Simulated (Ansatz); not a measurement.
**Geometry relaxation, with input and output: AlN3H8 (part 2 of 2)**

The same run, continued: AlN3H8; RKS PBE-D4/def2-SVP (Ansatz 0.2.0). The input holds or restrains some coordinates. It belongs to a series of runs on one base structure; here: pulled along the bonds that form and break, towards end A.

Geometry of the input (Å):
```
Al 0.0000  0.0000  0.0000
H  0.0000  0.0000  1.9100
N  1.6627  0.0000  -0.9600
H  2.1293  -0.9179  -1.2118
H  2.1141  0.9179  -1.2382
N  -1.6627  0.0000  -0.9600
H  -2.3316  -0.8164  -0.8614
H  -1.9118  0.8164  -1.5886
N  0.0995  2.1044  0.7000
H  0.4930  2.3259  1.6590
H  -0.2465  2.8877  0.0753
H  0.0486  1.0269  1.8385
```

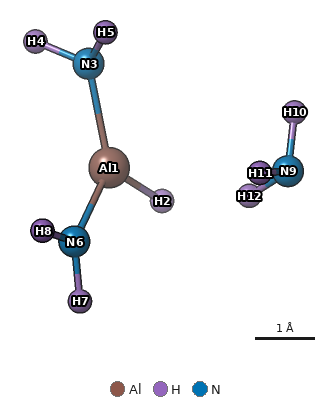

The geometry at step 9 of the log (ball-and-stick view, seen at a tilt; atoms are numbered from 1 in the order of the input).

## Trajectory as extended XYZ, continued
```
12
Properties=species:S:1:pos:R:3:forces:R:3 step=3 energy=-11180.61059
Al   -0.0001   -0.2800    0.0122    0.4975   3.0638  -1.0524
H    -0.0045   -0.2597    1.7454   -0.0878  -0.6706  -0.9051
N     1.6395   -0.0197   -0.9441   -1.0543  -0.6456   0.7407
H     2.1306   -0.8934   -1.2153    0.0940   0.8982  -0.1323
H     2.0992    0.8847   -1.2238   -0.5069  -1.2773   0.4253
N    -1.6416   -0.0165   -0.9368    1.0070  -0.5581   0.9777
H    -2.3288   -0.7927   -0.8708    0.0390   0.8900  -0.3098
H    -1.9020    0.7850   -1.5681    0.3268  -1.2745   0.6181
N     0.1040    2.2607    0.8797   -0.5880  -4.1305  -0.4499
H     0.5575    2.4210    1.7057    3.2461   4.2207   2.0614
H    -0.2589    2.8848    0.1212   -0.2928  -0.8624   1.8076
H    -0.0002    1.3708    1.6575   -2.6806   0.3463  -3.7813
12
Properties=species:S:1:pos:R:3:forces:R:3 step=4 energy=-11181.92663
Al    0.0036   -0.4114   -0.0102    0.3949   3.0107  -1.5238
H     0.0016   -0.3612    1.6168   -0.1501  -0.8308  -0.2408
N     1.6188   -0.0406   -0.9276   -1.0420  -0.7143   0.7192
H     2.1354   -0.8770   -1.2199    0.2863   0.3511  -0.2043
H     2.0769    0.8472   -1.2085   -0.4125  -0.7091   0.2760
N    -1.6207   -0.0323   -0.9137    0.9778  -0.6315   0.9196
H    -2.3323   -0.7722   -0.8737   -0.2457   0.4382  -0.1171
H    -1.8817    0.7450   -1.5532    0.3852  -0.8270   0.2547
N     0.0763    2.3505    0.9747    1.2880  -2.3497   2.6836
H     0.6762    2.5632    1.7754    0.8604   2.4701  -1.1069
H    -0.2683    2.8552    0.1677   -0.2429  -0.0952   0.5360
H    -0.0913    1.4783    1.5349   -2.0994  -0.1124  -2.1963
12
Properties=species:S:1:pos:R:3:forces:R:3 step=5 energy=-11182.97827
Al    0.0199   -0.3941   -0.0650    0.0738   1.9300  -1.1879
H    -0.0135   -0.4208    1.5095   -0.1026  -0.6875   0.3459
N     1.6207   -0.0830   -0.9253   -0.7768  -0.6289   0.4657
H     2.1703   -0.8822   -1.2448    0.1928   0.1012  -0.1369
H     2.0545    0.8006   -1.1945   -0.0591  -0.0389   0.0168
N    -1.6114   -0.0643   -0.8836    0.7448  -0.4743   0.5695
H    -2.3663   -0.7553   -0.8460   -0.1570   0.2100   0.0831
H    -1.8349    0.6667   -1.5684    0.2281  -0.3325  -0.1182
N     0.0129    2.4467    1.1311    0.1464  -1.8814   1.8181
H     0.8000    2.6968    1.7484   -0.1005   0.6723  -1.1191
H    -0.2406    2.8709    0.2361    0.3042  -0.3203   0.4307
H    -0.2170    1.4629    1.4652   -0.4941   1.4502  -1.1677
12
Properties=species:S:1:pos:R:3:forces:R:3 step=6 energy=-11183.35763
Al    0.0671   -0.3328   -0.0502   -0.1526   1.3256  -1.0399
H    -0.0378   -0.4002    1.5130   -0.0024  -0.6022   0.3976
N     1.6694   -0.1053   -0.9097   -0.3365  -0.5244   0.2399
H     2.1267   -0.9126   -1.3574   -0.0617   0.2960   0.0632
H     2.0601    0.7624   -1.2848   -0.0802  -0.0624   0.0198
N    -1.5560   -0.0340   -0.8677    0.4598  -0.1988   0.0489
H    -2.3688   -0.6498   -0.7177    0.1010   0.3907   0.0137
H    -1.7098    0.5740   -1.6937    0.1496  -0.6010   0.2982
N    -0.1034    2.4870    1.2443    0.2304  -1.0844   1.1520
H     0.8057    2.6737    1.7155   -0.4070   0.2666  -0.9818
H    -0.2463    2.8025    0.2705    0.3614  -0.4588   0.5640
H    -0.3122    1.4800    1.5006   -0.2617   1.2532  -0.7756
12
Properties=species:S:1:pos:R:3:forces:R:3 step=7 energy=-11183.56873
Al    0.0749   -0.2564   -0.0564   -0.3060   0.6237  -0.6948
H    -0.0755   -0.3894    1.5038    0.0449  -0.4634   0.3029
N     1.6925   -0.0969   -0.8789    0.0001  -0.3103  -0.1376
H     2.1102   -0.8985   -1.3859   -0.2226   0.3757   0.2596
H     2.0514    0.7635   -1.3092   -0.0969  -0.1079   0.0784
N    -1.5381   -0.0306   -0.8820    0.0032  -0.0132  -0.6688
H    -2.3977   -0.5633   -0.6290    0.5452   0.5970  -0.1573
H    -1.6550    0.4406   -1.8187    0.0793  -0.7808   1.0025
N    -0.1637    2.5182    1.3608    1.3570  -0.7378  -0.0637
H     0.8665    2.6488    1.6260   -1.3839  -0.1556  -0.5131
H    -0.2414    2.7336    0.3388    0.0150  -0.2182   0.6837
H    -0.3296    1.4752    1.4935   -0.0354   1.1907  -0.0919
12
Properties=species:S:1:pos:R:3:forces:R:3 step=8 energy=-11183.75949
Al    0.0666   -0.2306   -0.0651   -0.1992   0.4979  -0.4358
H    -0.0922   -0.3791    1.4906   -0.0182  -0.4335   0.3275
N     1.6846   -0.0735   -0.8609   -0.0140  -0.1212  -0.0498
H     2.0870   -0.8740   -1.3632   -0.0094   0.0922   0.0761
H     2.0028    0.7800   -1.3285   -0.0270  -0.0085   0.0082
N    -1.5033   -0.0658   -0.9396   -0.0504  -0.1114  -0.1717
H    -2.4100   -0.4146   -0.5866    0.3432   0.2865  -0.1215
H    -1.6040    0.2710   -1.9114    0.0141  -0.2852   0.3733
N    -0.1188    2.5093    1.4053    0.4736  -0.6875  -0.1551
H     0.9089    2.6154    1.5611   -0.5799  -0.0846  -0.2098
H    -0.3057    2.7224    0.4071    0.0243  -0.0786   0.3532
H    -0.3213    1.4844    1.5541    0.0428   0.9340   0.0053
12
Properties=species:S:1:pos:R:3:forces:R:3 step=9 energy=-11183.84195
Al    0.0573   -0.1933   -0.0774   -0.1262   0.3602  -0.3251
H    -0.1214   -0.3672    1.4732   -0.0312  -0.3775   0.3314
N     1.6813   -0.0518   -0.8574   -0.0124  -0.0578  -0.0278
H     2.0961   -0.8662   -1.3213    0.0575   0.0243   0.0495
H     1.9682    0.7827   -1.3757   -0.0136   0.0059  -0.0260
N    -1.4884   -0.0927   -0.9850   -0.0923  -0.0444  -0.1300
H    -2.4153   -0.2806   -0.5765    0.2495   0.1163  -0.1280
H    -1.5751    0.0914   -1.9944   -0.0064  -0.1019   0.2925
N    -0.0774    2.5077    1.4621    0.1536  -0.6513  -0.1895
H     0.9566    2.5790    1.4883   -0.3110  -0.0537  -0.1016
H    -0.3837    2.7422    0.5022    0.0384  -0.0387   0.2293
H    -0.3036    1.4937    1.6246    0.0940   0.8187   0.0255
12
Properties=species:S:1:pos:R:3:forces:R:3 step=10 energy=-11183.89603
Al    0.0343   -0.1739   -0.1003   -0.0099   0.2769  -0.2335
H    -0.1495   -0.3571    1.4498   -0.0316  -0.3991   0.3138
N     1.6703   -0.0150   -0.8549    0.0893  -0.1115  -0.1699
H     2.2076   -0.8418   -1.1571   -0.1007   0.2695   0.1569
H     1.8913    0.7598   -1.4918   -0.0361  -0.1485   0.0170
N    -1.5017   -0.1009   -1.0198   -0.0109   0.0119  -0.0304
H    -2.4314   -0.2242   -0.6019    0.1365   0.0631  -0.0643
H    -1.5860    0.0384   -2.0313   -0.0179  -0.0377   0.0825
N    -0.0260    2.4967    1.4986    0.0379  -0.5950  -0.1706
H     1.0015    2.5270    1.3849   -0.2216  -0.0361  -0.0528
H    -0.4481    2.7400    0.5873    0.0493  -0.0347   0.1793
H    -0.2679    1.4958    1.6992    0.1157   0.7412  -0.0281
12
Properties=species:S:1:pos:R:3:forces:R:3 step=11 energy=-11183.95097
Al    0.0148   -0.1713   -0.1137    0.0571   0.2869  -0.1730
H    -0.1642   -0.3715    1.4354   -0.0296  -0.4097   0.3000
N     1.6536    0.0192   -0.8499    0.1851  -0.2112  -0.2233
H     2.2929   -0.7832   -0.9859   -0.2108   0.4232   0.1347
H     1.8272    0.7070   -1.5953   -0.0334  -0.2289   0.0753
N    -1.5082   -0.0791   -1.0472    0.0309   0.0209  -0.0063
H    -2.4404   -0.1320   -0.6275    0.0310   0.0183  -0.0131
H    -1.5871   -0.0176   -2.0642   -0.0112   0.0198  -0.0186
N     0.0180    2.4748    1.5233   -0.0455  -0.5564  -0.1690
H     1.0150    2.5004    1.2558   -0.1519  -0.0242  -0.0282
H    -0.5328    2.7249    0.6850    0.0884  -0.0518   0.1682
H    -0.1942    1.4732    1.7471    0.0901   0.7131  -0.0467
12
Properties=species:S:1:pos:R:3:forces:R:3 step=12 energy=-11184.01203
Al    0.0208   -0.1802   -0.1168    0.0308   0.3160  -0.2316
H    -0.1592   -0.3922    1.4300    0.0097  -0.4225   0.2961
N     1.6498    0.0275   -0.8637    0.1102  -0.1476  -0.1855
H     2.3749   -0.7044   -0.8214   -0.1472   0.3256   0.0563
H     1.7844    0.5808   -1.7214   -0.0248  -0.2205   0.1537
N    -1.4944   -0.0574   -1.0586    0.0074   0.0539  -0.0182
H    -2.4216   -0.0475   -0.6260    0.0064  -0.0020  -0.0192
H    -1.5842    0.0265   -2.0733    0.0067   0.0061   0.0119
N     0.0347    2.4527    1.5378   -0.0389  -0.5295  -0.2008
H     0.9752    2.4656    1.1104   -0.1309   0.0003   0.0310
H    -0.6329    2.7254    0.7964    0.1163  -0.0996   0.1567
H    -0.1528    1.4482    1.7695    0.0543   0.7197  -0.0505
12
Properties=species:S:1:pos:R:3:forces:R:3 step=13 energy=-11184.06677
Al    0.0141   -0.1839   -0.1223    0.0670   0.2834  -0.2310
H    -0.1099   -0.4133    1.4276   -0.0136  -0.4101   0.2804
N     1.6221   -0.0101   -0.9043    0.2431  -0.1922  -0.0687
H     2.4436   -0.5909   -0.6717   -0.2995   0.3421  -0.0712
H     1.7510    0.4208   -1.8280    0.0232  -0.1681   0.1477
N    -1.4946   -0.0007   -1.0629   -0.0512   0.0237  -0.0021
H    -2.4273   -0.0091   -0.6419    0.0353   0.0159  -0.0318
H    -1.5730    0.0852   -2.0785   -0.0034   0.0018   0.0237
N     0.0303    2.4397    1.5499   -0.0171  -0.5444  -0.1378
H     0.9385    2.4956    1.0605   -0.1406  -0.0149   0.0358
H    -0.6954    2.6859    0.8577    0.1036  -0.0620   0.0808
H    -0.1048    1.4257    1.7768    0.0532   0.7248  -0.0259
12
Properties=species:S:1:pos:R:3:forces:R:3 step=14 energy=-11184.07883
Al    0.0530   -0.2075   -0.1541   -0.0343   0.4528  -0.2724
H    -0.0401   -0.4240    1.3994    0.0192  -0.4550   0.2846
N     1.6747   -0.0667   -0.9373   -0.0963  -0.1772   0.0252
H     2.5325   -0.5211   -0.5895   -0.3278   0.2065  -0.1011
H     1.8168    0.2475   -1.9033    0.0317  -0.0843   0.1092
N    -1.4994    0.1067   -1.0195    0.2940  -0.0634  -0.0037
H    -2.4155    0.1581   -0.5629    0.1379  -0.0403  -0.0304
H    -1.6118    0.1803   -2.0336   -0.0408   0.0207   0.0413
N    -0.0488    2.4136    1.5244   -0.1150  -0.5924  -0.0682
H     0.8309    2.5203    0.9971   -0.0394  -0.0122   0.0179
H    -0.8111    2.5339    0.8361    0.1346  -0.0229   0.0902
H    -0.0867    1.4037    1.8059    0.0361   0.7676  -0.0925
12
Properties=species:S:1:pos:R:3:forces:R:3 step=15 energy=-11184.11166
Al    0.0443   -0.1848   -0.1415    0.0030   0.2495  -0.2168
H    -0.0169   -0.4367    1.4079   -0.0082  -0.3665   0.2890
N     1.6259   -0.1232   -0.9730   -0.0252  -0.0167  -0.0072
H     2.5129   -0.4013   -0.5496    0.0034   0.0078   0.0155
H     1.7691    0.0951   -1.9603    0.0209  -0.0006  -0.0301
N    -1.4752    0.1106   -1.0387   -0.0037  -0.0028  -0.0035
H    -2.4012    0.1165   -0.6057    0.0173  -0.0169  -0.0081
H    -1.5669    0.2250   -2.0497   -0.0140   0.0147  -0.0055
N    -0.0541    2.4167    1.5619    0.0048  -0.5513  -0.0373
H     0.8201    2.5903    1.0462    0.0152   0.0066  -0.0071
H    -0.8144    2.5422    0.8782   -0.0031  -0.0023  -0.0074
H    -0.0491    1.3946    1.7871   -0.0104   0.6787   0.0186
```

## Summary

| quantity | value |
| --- | --- |
| outcome | converged under the restraints of the input |
| total energy | −11184.1117 eV |
| mean-field energy | −11183.9351 eV |
| largest force (length of the vector) at the end, held atoms and coordinates included | 0.679 eV/Å |
| wall time | 23 s (CPU time 44 s) |
| peak memory | 0.13 GiB |
